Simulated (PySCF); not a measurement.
**Run report: C$_{5}$H$_{12}$FPSi, NMR shielding calculation**

System: C$_{5}$H$_{12}$FPSi, SMILES FC1CCP([SiH3])CC1.
Method: GIAO PBE0/pcSseg-1 NMR shielding, non-relativistic, gas phase (PySCF 2.14.0).

The geometry comes from this level: PBE0-D3(BJ)/def2-SVP. Figures and captions count atoms from 1; the log counts them from 0 in places.

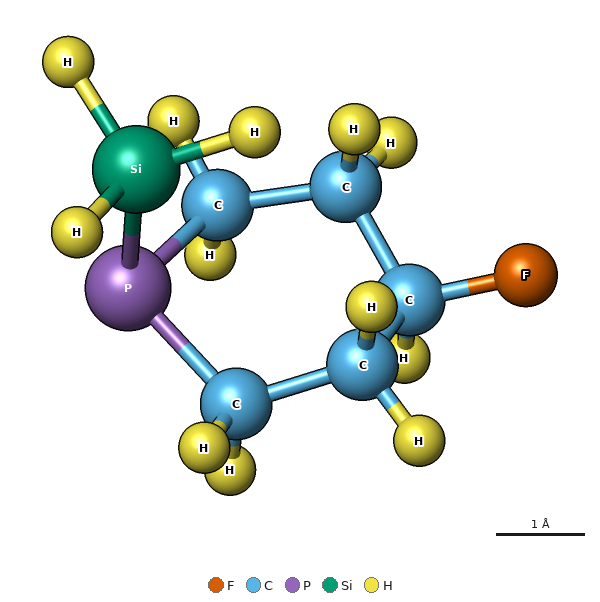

**Figure 1.** The input geometry (ball-and-stick view, seen at a tilt). Bond lengths as drawn: C–C 1.52 Å, C–F 1.38 Å, C–H 1.10 to 1.11 Å, C–P 1.87 Å, H–Si 1.50 Å and P–Si 2.26 Å.

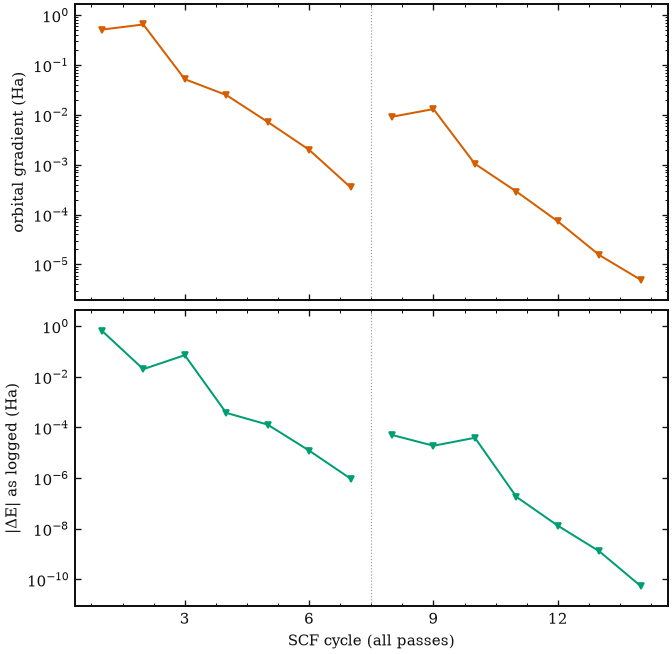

**Figure 2.** Convergence of the self-consistent field: orbital gradient and size of the energy change against the SCF cycle. The dotted line marks the change from a coarse to the final integration grid. The first 7 cycles use a coarse grid, the final grid takes over at cycle 8, and the field converges after 14 cycles in all.

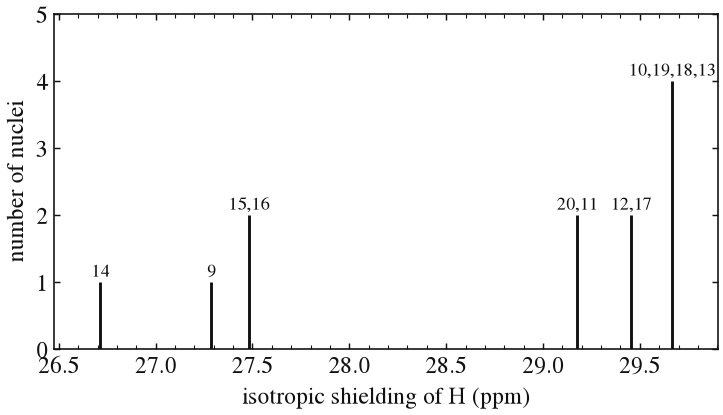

**Figure 3.** Isotropic shieldings of the hydrogen nuclei in this fixed geometry, labelled by atom number; shielding grows to the right, so chemical shift grows to the left. The least shielded is H14 (26.7 ppm), the most shielded H13 (29.7 ppm).

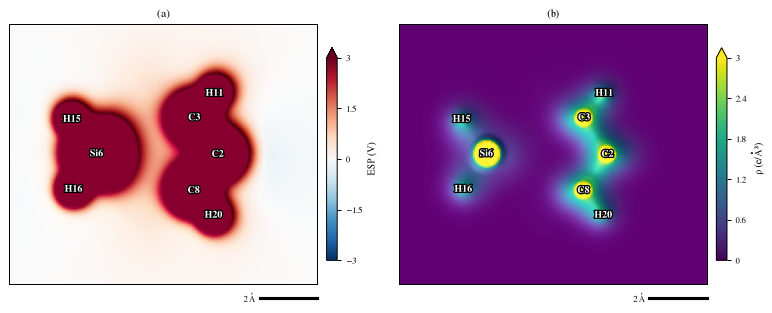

**Figure 4.** (a) electrostatic potential; (b) electron density on the plane of atoms C3, C2 and C8. The section cuts through C, Si and H sites. C–C (1.52 Å): ρ is about 1.7 e/Å³ halfway. C–H (1.10 Å): ρ is about 1.9 e/Å³ halfway. Si–H (1.50 Å): ρ is about 0.77 e/Å³ halfway.

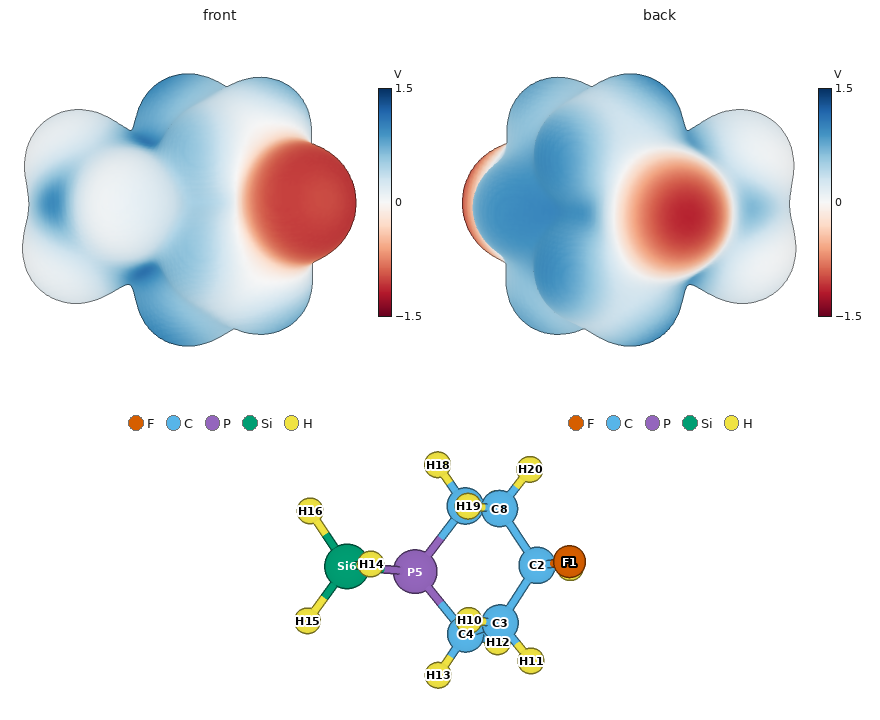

**Figure 5.** The molecular electrostatic potential painted on the density surface at 0.002 e/bohr³, seen face on and from behind; red is negative and blue positive. The bare structure is drawn below in the same view. Its dipole moment is 0.75 D.

The input that produced these results follows, with the program's output.

Input:
```
{"job": {"kind": "nmr", "xc": "PBE0", "basis": "pcSseg-1"}, "charge": 0, "multiplicity": 1}
F     -2.861825    -0.032765     1.137519
C     -1.922554    -0.160282     0.133567
C     -1.074618     1.097230     0.106558
C     -0.061868     1.107359    -1.032047
P      1.093941    -0.359389    -1.130510
Si     2.237851    -0.184440     0.814571
C     -0.125959    -1.719405    -0.735800
C     -1.126853    -1.428699     0.375464
H     -2.474740    -0.251697    -0.822320
H     -0.567564     1.188576     1.081635
H     -1.750678     1.964041     0.019892
H     -0.584124     1.137005    -2.004567
H      0.558265     2.017165    -0.998538
H      1.442778     0.008781     2.069370
H      3.167417     0.977952     0.672839
H      3.036140    -1.440553     0.960468
H     -0.658401    -1.920892    -1.682181
H      0.451216    -2.632160    -0.518671
H     -0.615898    -1.333600     1.348292
H     -1.838272    -2.265474     0.473419
```

The first line tells a small driver script what to run in PySCF; the rest is the geometry in Å.

Run as:
```bash
OMP_NUM_THREADS=1 python <driver script> task.json out
```

Log:
```
coarse grid: 17208 points
cycle   1  E = -927.6988578292  dE =  6.623e-01  |g| = 5.142e-01  |ddm| = 3.939e+00
cycle   2  E = -927.6787849443  dE =  2.007e-02  |g| = 6.518e-01  |ddm| = 9.321e-01
cycle   3  E = -927.7504543484  dE = -7.167e-02  |g| = 5.214e-02  |ddm| = 5.309e-01
cycle   4  E = -927.7508327043  dE = -3.784e-04  |g| = 2.511e-02  |ddm| = 5.856e-02
cycle   5  E = -927.7509626179  dE = -1.299e-04  |g| = 7.249e-03  |ddm| = 2.829e-02
cycle   6  E = -927.7509748856  dE = -1.227e-05  |g| = 1.998e-03  |ddm| = 1.080e-02
cycle   7  E = -927.7509758420  dE = -9.564e-07  |g| = 3.528e-04  |ddm| = 2.273e-03
final grid: 155960 points
cycle   8  E = -927.8068819154  dE = -5.069e-05  |g| = 9.179e-03  |ddm| = 3.525e-02
cycle   9  E = -927.8068629017  dE =  1.901e-05  |g| = 1.311e-02  |ddm| = 1.859e-02
cycle  10  E = -927.8069020920  dE = -3.919e-05  |g| = 1.043e-03  |ddm| = 1.164e-02
cycle  11  E = -927.8069022749  dE = -1.829e-07  |g| = 2.907e-04  |ddm| = 1.272e-03
cycle  12  E = -927.8069022882  dE = -1.327e-08  |g| = 7.327e-05  |ddm| = 3.378e-04
cycle  13  E = -927.8069022895  dE = -1.291e-09  |g| = 1.545e-05  |ddm| = 1.196e-04
cycle  14  E = -927.8069022895  dE = -5.480e-11  |g| = 4.918e-06  |ddm| = 1.861e-05
converged SCF energy = -927.8069022895

GIAO shielding tensors (ppm)
atom      isotropic    diamagn.    paramagn.     s11        s22        s33       span
  0 F      364.753     471.493    -106.740    332.839    372.413    389.007     56.167
  1 C       92.395     245.052    -152.657     60.722     71.457    145.006     84.284
  2 C      152.217     247.541     -95.324    144.182    150.682    161.788     17.606
  3 C      164.742     252.209     -87.467    153.920    166.506    173.799     19.879
  4 P      445.618     966.466    -520.848    407.168    451.628    478.056     70.888
  5 Si     434.573     879.781    -445.208    409.829    421.739    472.152     62.323
  6 C      164.434     252.535     -88.101    153.783    166.226    173.292     19.509
  7 C      151.971     247.838     -95.867    144.113    150.672    161.128     17.015
  8 H       27.287      30.493      -3.205     23.979     27.878     30.005      6.026
  9 H       29.610      31.011      -1.401     26.245     29.363     33.222      6.977
 10 H       29.179      29.435      -0.256     24.210     27.618     35.708     11.498
 11 H       29.452      30.822      -1.370     24.052     27.999     36.304     12.252
 12 H       29.704      30.934      -1.231     24.560     27.292     37.259     12.699
 13 H       26.713      28.895      -2.182     22.594     26.649     30.898      8.304
 14 H       27.477      28.633      -1.156     24.096     24.937     33.398      9.301
 15 H       27.485      28.650      -1.165     24.108     25.013     33.335      9.227
 16 H       29.460      30.618      -1.158     24.104     27.991     36.286     12.183
 17 H       29.698      30.518      -0.820     24.563     27.276     37.255     12.692
 18 H       29.657      30.795      -1.138     26.318     29.435     33.217      6.898
 19 H       29.176      28.974       0.202     24.213     27.608     35.706     11.493
```

Summary:

| quantity | value |
| --- | --- |
| outcome | converged |
| total energy | −927.806902 hartree |
| HOMO | −6.75 eV |
| LUMO | 0.24 eV |
| dipole moment | 0.75 D |
| isotropic shielding, F | 364.8 ppm |
| isotropic shielding, C | 92.4 to 164.7 ppm |
| isotropic shielding, P | 445.6 ppm |
| isotropic shielding, Si | 434.6 ppm |
| isotropic shielding, H | 26.7 to 29.7 ppm |
| hardware | 1 CPU thread, shared host |
| wall time | 46 s |
| peak memory | 0.99 GiB |
